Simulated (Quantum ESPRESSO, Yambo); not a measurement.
# SrTiO3 (Tausonite): G0W0 in Yambo against the bands, part 2 of 2

Wanted: the cheapest bands that holds the gap of SrTiO3 (Tausonite).

Yambo 5.3.0; PBE and many-body steps on it, plane waves. Known limits of the many-body steps: not at the basis limit; no spin-orbit coupling; coarse k mesh.

So far. Step 4 (116 bands): Against the run before, the gap moves by −0.039 eV.

**5. 197 bands**

Level of this step: G0W0 on PBE, plane waves, norm-conserving pseudopotentials (Yambo).

The input, gw4.in:

```
HF_and_locXC
gw0
dyson
ppa
em1d
rim_cut
RandQpts= 1000000
RandGvec= 1 RL
EXXRLvcs= 76 Ry
VXCRLvcs= 304 Ry
Chimod= "HARTREE"
% BndsRnXp
 1 | 197 |
%
NGsBlkXp= 12 Ry
% LongDrXp
 1 | 1 | 1 |
%
% GbndRnge
 1 | 197 |
%
DysSolver= "n"
ExtendOut
PPAPntXp= 27.21138 eV
% QPkrange
 10 | 10 | 19 | 22 |
 1 | 1 | 19 | 22 |
%
```

Started as:

```sh
OMP_NUM_THREADS=1 mpirun -n 8 yambo -F gw4.in -J gw4 -C gw4 > gw4.log
```

The program printed:

```text
 Yambo, version 5.3.0

 [02] CORE Variables Setup
 =========================

  [... cell, symmetries and grids as in the set-up ...]

  [02.05] Energies & Occupations
  ==============================

  [X] === General ===
  [X] Electronic Temperature                        :  0.000000  0.000000 [eV K]
  [X] Bosonic    Temperature                        :  0.000000  0.000000 [eV K]
  [X] Finite Temperature mode                       : no
  [X] El. density                                   :  0.67159E+24 [cm-3]
[...]
QP @ state[ 1 ] b range                          :  19  22
   QP @ state[ 2 ] K range                          :  10  10
   QP @ state[ 2 ] b range                          :  19  22
   GF energies kind                                 : Perdew, Burke & Ernzerhof(X)+Perdew, Burke & Ernzerhof(C)
   GF WF`s kind                                     : Perdew, Burke & Ernzerhof(X)+Perdew, Burke & Ernzerhof(C)
   Xs energies kind                                 : Perdew, Burke & Ernzerhof(X)+Perdew, Burke & Ernzerhof(C)
   Xs WF`s kind                                     : Perdew, Burke & Ernzerhof(X)+Perdew, Burke & Ernzerhof(C)

 [11] Game Over & Game summary
```

Elapsed: 2.9 min, on 8 MPI ranks of Arm Neoverse V2, shared host; peak memory 3.9 GiB; 21 min of CPU time.

Numbers from this step:

```yaml
g0w0_gap_on_the_points_computed: 3.462 eV
starting_gap_on_the_mesh: 1.908 eV
k_of_the_valence_top: -0.5, -0.5, -0.5
k_of_the_conduction_bottom: 0, 0, 0
least_direct_g0w0_gap_on_the_computed_points: 3.829 eV
```

Against the run before, the gap moves by −0.029 eV.

**6. 293 bands**

gw5.in, as its differences from gw4.in of step 5:

```diff
@@ -12,3 +12,3 @@
 % BndsRnXp
- 1 | 197 |
+ 1 | 293 |
 %
@@ -19,3 +19,3 @@
 % GbndRnge
- 1 | 197 |
+ 1 | 293 |
 %
```

Started as:

```sh
OMP_NUM_THREADS=1 mpirun -n 8 yambo -F gw5.in -J gw5 -C gw5 > gw5.log
```

The program printed:

```text
 Yambo, version 5.3.0

 [02] CORE Variables Setup
 =========================

  [... cell, symmetries and grids as in the set-up ...]

  [02.05] Energies & Occupations
  ==============================

  [X] === General ===
  [X] Electronic Temperature                        :  0.000000  0.000000 [eV K]
  [X] Bosonic    Temperature                        :  0.000000  0.000000 [eV K]
  [X] Finite Temperature mode                       : no
  [X] El. density                                   :  0.67159E+24 [cm-3]
[...]
QP @ state[ 1 ] b range                          :  19  22
   QP @ state[ 2 ] K range                          :  10  10
   QP @ state[ 2 ] b range                          :  19  22
   GF energies kind                                 : Perdew, Burke & Ernzerhof(X)+Perdew, Burke & Ernzerhof(C)
   GF WF`s kind                                     : Perdew, Burke & Ernzerhof(X)+Perdew, Burke & Ernzerhof(C)
   Xs energies kind                                 : Perdew, Burke & Ernzerhof(X)+Perdew, Burke & Ernzerhof(C)
   Xs WF`s kind                                     : Perdew, Burke & Ernzerhof(X)+Perdew, Burke & Ernzerhof(C)

 [11] Game Over & Game summary
```

Run time: 5 min. Hardware: 8 MPI ranks; peak memory 4.7 GiB; 36 min of CPU time.

Numbers from this step:

```
G0W0 gap on the points computed              : 3.442 eV
starting gap on the mesh                     : 1.908 eV
k of the valence top                         : -0.5, -0.5, -0.5
k of the conduction bottom                   : 0, 0, 0
least direct G0W0 gap on the computed points : 3.809 eV
```

Against the run before, the gap moves by −0.020 eV.

**7. 402 bands**

gw6.in, as its differences from gw5.in of step 6:

```diff
@@ -12,3 +12,3 @@
 % BndsRnXp
- 1 | 293 |
+ 1 | 402 |
 %
@@ -19,3 +19,3 @@
 % GbndRnge
- 1 | 293 |
+ 1 | 402 |
 %
```

Started as:

```sh
OMP_NUM_THREADS=1 mpirun -n 8 yambo -F gw6.in -J gw6 -C gw6 > gw6.log
```

The program printed:

```text
 Yambo, version 5.3.0

 [02] CORE Variables Setup
 =========================

  [... cell, symmetries and grids as in the set-up ...]

  [02.05] Energies & Occupations
  ==============================

  [X] === General ===
  [X] Electronic Temperature                        :  0.000000  0.000000 [eV K]
  [X] Bosonic    Temperature                        :  0.000000  0.000000 [eV K]
  [X] Finite Temperature mode                       : no
  [X] El. density                                   :  0.67159E+24 [cm-3]
[...]
QP @ state[ 1 ] b range                          :  19  22
   QP @ state[ 2 ] K range                          :  10  10
   QP @ state[ 2 ] b range                          :  19  22
   GF energies kind                                 : Perdew, Burke & Ernzerhof(X)+Perdew, Burke & Ernzerhof(C)
   GF WF`s kind                                     : Perdew, Burke & Ernzerhof(X)+Perdew, Burke & Ernzerhof(C)
   Xs energies kind                                 : Perdew, Burke & Ernzerhof(X)+Perdew, Burke & Ernzerhof(C)
   Xs WF`s kind                                     : Perdew, Burke & Ernzerhof(X)+Perdew, Burke & Ernzerhof(C)

 [11] Game Over & Game summary
```

Elapsed: 7 min, on 8 MPI ranks; peak memory 5.7 GiB.

Numbers from this step:

```
G0W0 gap on the points computed              : 3.424 eV
starting gap on the mesh                     : 1.908 eV
k of the valence top                         : -0.5, -0.5, -0.5
k of the conduction bottom                   : 0, 0, 0
least direct G0W0 gap on the computed points : 3.793 eV
```

Against the run before, the gap moves by −0.018 eV.

**8. The runs together**

Times are wall times on 8 MPI ranks of Arm Neoverse V2, shared host, good to a factor of about two.

```tsv
run	mesh	bands	screening cutoff (eV)	DFT gap (eV)	gap on the mesh (eV)	direct (eV)	time
42 bands	4×4×4	42	163.3	1.908	3.607	3.993	35 s
67 bands	4×4×4	67	163.3	1.908	3.531	3.896	63 s
116 bands	4×4×4	116	163.3	1.908	3.492	3.859	1.7 min
197 bands	4×4×4	197	163.3	1.908	3.462	3.829	2.9 min
293 bands	4×4×4	293	163.3	1.908	3.442	3.809	5 min
402 bands	4×4×4	402	163.3	1.908	3.424	3.793	7 min
```

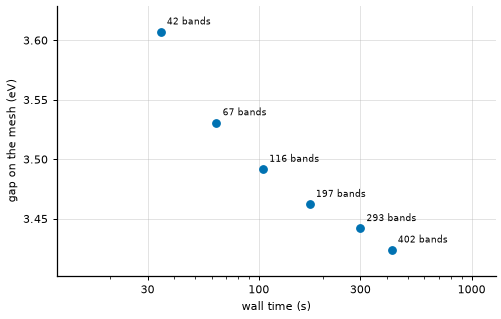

Result against wall time.

**9. Summary of results**

* 42 bands: 3.607 eV
* 67 bands: 3.531 eV
* 116 bands: 3.492 eV
* 197 bands: 3.462 eV
* 293 bands: 3.442 eV
* 402 bands: 3.424 eV
* known limits: not at the basis limit; no spin-orbit coupling; coarse k mesh

The setting moved: bands. From 42 bands to 402 bands the gap moves by −0.18 eV, for 12 times the time. The last step still moves it by −0.018 eV. Bands and screening cutoff are coupled, so a series along one setting does not show full convergence. Bands and cutoff are finite, so the gap is not at the basis limit. The miss can reach some tenths of an eV and take either sign; the mesh is an error of its own. In the G0W0 runs levels were corrected at 2 k points alone, so a gap called «on the mesh» is the least over those, and an edge elsewhere would be missed. The 4×4×4 mesh is coarse for this cell, which bears on the long-range parts of exchange and screening. This is the ideal cubic cell; many perovskites, halides above all, are cubic only on average, and local tilts or off-centring can widen the gap. The many-body steps are scalar-relativistic: spin-orbit coupling is not in them.

[Paths, hosts, dates, memory and timing lines, banners, echoed tables and standing remarks are left out of the program output.]

[Logs are printed without paths, hosts, clocks, repeated set-up lines and the standing remarks that a program may print on its own settings, such as how far it seeks lower states.]

[Runs of the session that timed out or met a known fault of the program may be left out.]

[Hosts, paths, dates, database ids (printed as entryN), source tags and the programs' standing remarks are cut or masked in the printed files.]
